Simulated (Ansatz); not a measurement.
**BOF (fluoro(oxo)borane): RPA@LC-wPBE/aug-cc-pVTZ (sfX2C, density fitting with cc-pVTZ-jkfit, cc-pVDZ-rifit for correlation, 1 point charge)**

What is the energy change on altering one bond length of BOF (fluoro(oxo)borane) at RPA@LC-wPBE/aug-cc-pVTZ (sfX2C, density fitting with cc-pVTZ-jkfit, cc-pVDZ-rifit for correlation, 1 point charge)? 

Program for the calculation: Ansatz 0.2.0.

11 further runs of the same task are left out: 1 that didn't finish, 10 set aside as unsound or not needed.

## 1. Starting point

BOF: 3 atoms, total charge 0, spin state singlet. SMILES: `O=BF`. The coordinates come from a PBE0-D4/def2-TZVP relaxation.

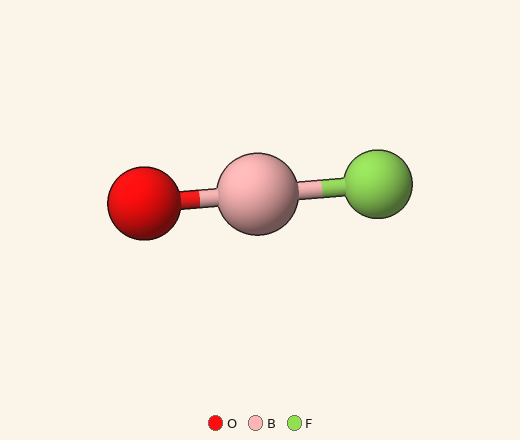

The structure, seen from a chosen angle (oxygen red, boron pink, fluorine green).

## 2. The energy at RPA@LC-wPBE/aug-cc-pVTZ (sfX2C, density fitting with cc-pVTZ-jkfit, cc-pVDZ-rifit for correlation, 1 point charge)

The input, run.yaml:

```yaml
crystal:
  periodic: [false, false, false]
  atoms:
    - symbol: O
      position_ang: [0.983100, -0.565100, 0.479900]
    - symbol: B
      position_ang: [0.020300, -0.011600, 0.009900]
    - symbol: F
      position_ang: [-1.003400, 0.576800, -0.489800]
basis:
  gaussian:
    orbitals: aug-cc-pVTZ
    fitting: {mean_field: cc-pVTZ-jkfit, correlation: cc-pVDZ-rifit.json}
    point_charges: [{charge: 2, position_ang: [1.1047, 4.7627, 0.8627]}]
scf: {lower_state_search: light}
hamiltonian: {xc: {name: LC-wPBE}, pseudopotentials: {relativity: scalar}}
correlation: {method: rpa, electrons: outside_noble_gas}
```

Command:

```bash
$ ansatz run run.yaml --threads 1 --pin off --max-ram 2610MiB --events-out events.jsonl --progress --plain --runs-dir runs
```

Log:

```text
Warning: RAYON_NUM_THREADS=1 ignored (pool sized by the plan → 1); use --threads N
Functional definition: LC-wPBE
  name "LC-wPBE"
  parameter omega = 0.4/bohr
  exchange = pbe_x_sr(omega) + exact_x_lr(omega)
  correlation = pbe_c
237 factors; integrals over basis functions are off by at most 8.3e-1 eV
168 factors; integrals over basis functions are off by at most 1.2e0 eV
237 factors; integrals over basis functions are off by at most 3.5e-2 eV
mean field evaluation 1: about -5439.0145 eV, gradient 5.9e1 eV
mean field evaluation 2: about -5439.0179 eV, gradient 5.9e1 eV
mean field evaluation 4: about -5444.5948 eV, gradient 7.3e0 eV
mean field evaluation 8: about -5444.6825 eV, gradient 5.6e-1 eV
mean field evaluation 16: about -5444.6838 eV, gradient 5.8e-5 eV
mean field -5444.68381337 eV, -200.0884396022 hartree, gradient 4.7e-6 eV, S^2 0.000000; 0 other end points of the search recorded, 0 dependent functions left out
3 core orbitals not correlated: weight in the atoms' cores, before any rotation towards them, 1.000 or more for the frozen orbitals, at most 0.000 for the correlated occupied ones
reference -5422.27739113 eV, -199.2650187726 hartree; 8, 8 occupied and 127, 127 virtual orbitals, 168 factors
Total energy: -5442.37501011 eV, -200.0035926474 hartree
Relativity: scalar
```

It took 2.2 s on 1 thread of Arm Neoverse V2, shared host.

## 3. The distorted shape

Changes to run.yaml since step 2:

```diff
@@ -4,5 +4,5 @@
     - symbol: O
-      position_ang: [0.983100, -0.565100, 0.479900]
+      position_ang: [1.392586, -0.800463, 0.679783]
     - symbol: B
-      position_ang: [0.020300, -0.011600, 0.009900]
+      position_ang: [0.429786, -0.246963, 0.209783]
     - symbol: F
```

Command:

```bash
$ ansatz run run.yaml --threads 1 --pin off --max-ram 2610MiB --events-out events.jsonl --progress --plain --runs-dir runs
```

Log:

```text
Warning: RAYON_NUM_THREADS=1 ignored (pool sized by the plan → 1); use --threads N
Functional definition: LC-wPBE
  name "LC-wPBE"
  parameter omega = 0.4/bohr
  exchange = pbe_x_sr(omega) + exact_x_lr(omega)
  correlation = pbe_c
237 factors; integrals over basis functions are off by at most 8.4e-1 eV
168 factors; integrals over basis functions are off by at most 1.2e0 eV
237 factors; integrals over basis functions are off by at most 3.6e-2 eV
mean field evaluation 1: about -5435.4771 eV, gradient 6.1e1 eV
mean field evaluation 2: about -5435.4822 eV, gradient 6.0e1 eV
mean field evaluation 4: about -5441.8312 eV, gradient 4.9e0 eV
mean field evaluation 8: about -5441.8981 eV, gradient 8.5e-1 eV
mean field evaluation 16: about -5441.9029 eV, gradient 1.5e-4 eV
mean field -5441.90293622 eV, -199.9862442517 hartree, gradient 8.2e-6 eV, S^2 0.000000; 0 other end points of the search recorded, 0 dependent functions left out
3 core orbitals not correlated: weight in the atoms' cores, before any rotation towards them, 1.000 or more for the frozen orbitals, at most 0.000 for the correlated occupied ones
reference -5418.90642043 eV, -199.1411378843 hartree; 8, 8 occupied and 127, 127 virtual orbitals, 168 factors
Total energy: -5439.52800091 eV, -199.8989669889 hartree
Relativity: scalar
```

It took 2.1 s on 1 thread of Arm Neoverse V2, shared host.

## 4. What came out

Level: RPA@LC-wPBE/aug-cc-pVTZ (sfX2C, density fitting with cc-pVTZ-jkfit, cc-pVDZ-rifit for correlation, 1 point charge), 3 core orbitals frozen.

```
                                                         quantity          value
                                        first shape: total energy  -200.00359 Eh
                    first shape: RPA correlation energy (valence)     -738.6 mEh
                                    distorted shape: total energy  -199.89897 Eh
                distorted shape: RPA correlation energy (valence)     -757.8 mEh
energy change with the B2–F3 bond stretched from 1.282 to 1.795 Å       2.847 eV
```

**Reading.** With the B2–F3 bond stretched from 1.282 to 1.795 Å the energy rises by 2.85 eV (66 kcal/mol). The first shape isn't relaxed at this level, so the change isn't measured from a minimum.
